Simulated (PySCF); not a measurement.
# YCl3(NH3): how tightly the ligands are held

Aim: take one ligand of each kind off YCl3(NH3), with both parts rigid, and scan its distance from the metal. The structure is generated, not taken from experiment.

Computed with PySCF 2.14.0. Level: PBE0, Y def2-SVP with ECP28, Cl def2-SVP, N def2-SVP, H def2-SVP; scalar-relativistic core potentials, no spin–orbit coupling.

1 further run of the same task is left out (for a known fault of the program).

### 1 Where the work starts

8 atoms, charge 0, spin multiplicity 1.

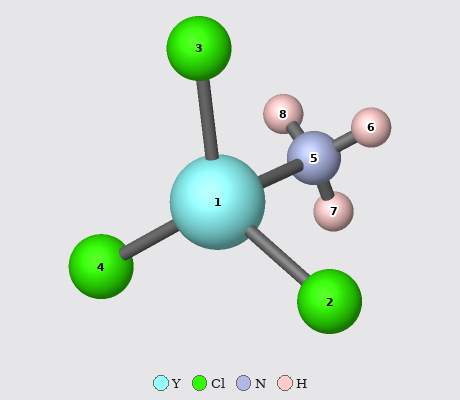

The geometry (yttrium light teal, chlorine green, nitrogen light blue, hydrogen pink); atoms are numbered from 1 in the order of the file.

Coordinates:

```
Y     0.0038   -0.0038    0.0038
Cl    1.1179    1.8940    1.1179
Cl   -1.8940   -1.1179    1.1179
Cl    1.1179   -1.1179   -1.8940
N    -1.3964    1.3964   -1.3964
H    -2.0063    2.0063   -0.8475
H    -0.8475    2.0063   -2.0063
H    -2.0063    0.8475   -2.0063
```

Formal oxidation states: Y +3. An earlier session relaxed this geometry at PBE0, Y def2-SVP with ECP28, Cl def2-SVP, N def2-SVP, H def2-SVP (singlet, point group C3v).

### 2 Cl taken off

The ligand (atom 2) keeps its formal charge and a closed shell where it can; ligand and rest are solved at the complex's geometry, in vacuum, with the settings of the relaxation.

| part | charge | state | energy (Eh) |
| --- | --- | --- | --- |
| complex | 0 | singlet | -1474.803632 |
| ligand | -1 | singlet | -459.928134 |
| rest | 1 | singlet | -1014.543457 |

It took 1.4 s on 2 threads of Arm Neoverse V2, shared host.

### 3 Rigid scan of Cl

Atom 2 moves along the line from atom 1; the distance is to the donor, the donors' midpoint or the ring centre. Each point starts from the density of the one before.

| distance (Å) | energy from the relaxed point (eV) |
| --- | --- |
| 2.17 | 0.788 |
| 2.27 | 0.303 |
| 2.37 | 0.066 |
| 2.47 | 0.000 |
| 2.57 | 0.054 |
| 2.67 | 0.190 |
| 2.87 | 0.605 |
| 3.17 | 1.368 |
| 3.57 | 2.365 |
| 4.07 | 3.384 |

Wall time 16 s (2 threads of Arm Neoverse V2, shared host).

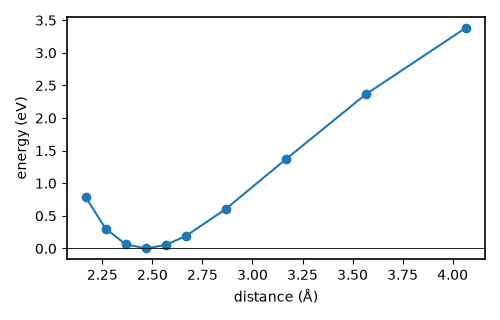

Energy along the rigid scan of Cl.

### 4 NH3 taken off

The ligand (atoms 5, 6, 7, 8) keeps its formal charge and a closed shell where it can; ligand and rest are solved at the complex's geometry, in vacuum, with the settings of the relaxation.

| part | charge | state | energy (Eh) |
| --- | --- | --- | --- |
| complex | 0 | singlet | -1474.803632 |
| ligand | 0 | singlet | -56.440660 |
| rest | 0 | singlet | -1418.297212 |

Wall time 0.9 s (2 threads of Arm Neoverse V2, shared host).

### 5 Rigid scan of NH3

Atoms 5, 6, 7, 8 move together along the line from atom 1; the distance is to the donor, the donors' midpoint or the ring centre. Each point starts from the density of the one before.

| distance (Å) | energy from the relaxed point (eV) |
| --- | --- |
| 2.13 | 0.433 |
| 2.23 | 0.165 |
| 2.33 | 0.036 |
| 2.43 | 0.000 |
| 2.53 | 0.027 |
| 2.63 | 0.093 |
| 2.83 | 0.284 |
| 3.13 | 0.598 |
| 3.53 | 0.947 |
| 4.03 | 1.243 |

Wall time 16 s (2 threads of Arm Neoverse V2, shared host).

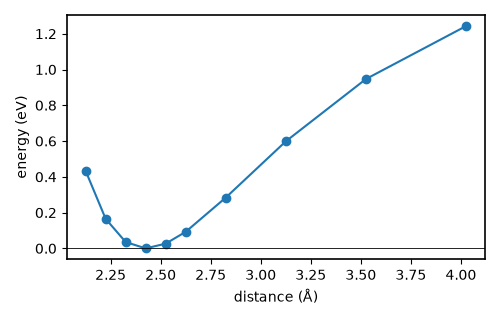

Energy along the rigid scan of NH3.

### 6 What came out

| quantity | value |
| --- | --- |
| taking off Cl | 9.04 eV |
| stiffness of the Cl contact | 12.0 eV/Å² |
| taking off NH3 | 1.79 eV |
| stiffness of the NH3 contact | 6.2 eV/Å² |

In words: Taking off Cl as a fragment of charge -1 costs 9.04 eV, much of it the attraction of the two charges. Near 2.47 Å the Cl contact has a stiffness of about 12.0 eV/Å², and the energy stands 3.38 eV higher at 4.07 Å. Taking off NH3 as a fragment of charge +0 costs 1.79 eV. Near 2.43 Å the NH3 contact has a stiffness of about 6.2 eV/Å², and the energy stands 1.24 eV higher at 4.03 Å. The free anion is solved without diffuse functions, no counterpoise correction is made, and the parts aren't relaxed; each of these makes the binding look larger. These are double-zeta-type bases without diffuse functions. Spin–orbit coupling is left out.
